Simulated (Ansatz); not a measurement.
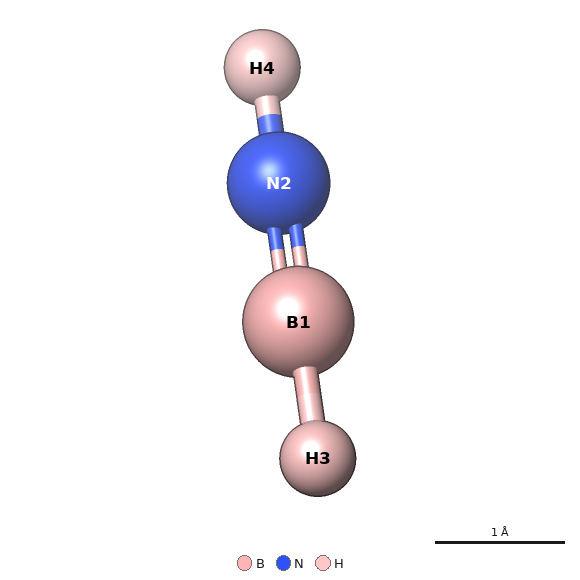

Figure made from data computed with Ansatz.

Orthographic view. Distant atoms are faded towards the background colour. Geometry: relaxed with PBE0-D4/def2-TZVP with one coordinate held away from its value at the minimum.

Write a MOL file (V2000) with the atoms in numerical order, bonds sorted by atom number with the orders drawn, and coordinates in the frame of the picture: x right, y up, z towards the viewer, origin at the mean position.

```
BH2N
                    3D

  4  3  0  0  0  0  0  0  0  0999 V2000
    0.0700   -0.5000    0.2200 B   0  0  0  0  0  0  0  0  0  0  0  0
   -0.0800    0.5800   -0.2500 N   0  0  0  0  0  0  0  0  0  0  0  0
    0.2200   -1.5700    0.6800 H   0  0  0  0  0  0  0  0  0  0  0  0
   -0.2100    1.4800   -0.6400 H   0  0  0  0  0  0  0  0  0  0  0  0
  1  2  2  0
  1  3  1  0
  2  4  1  0
M  END
```
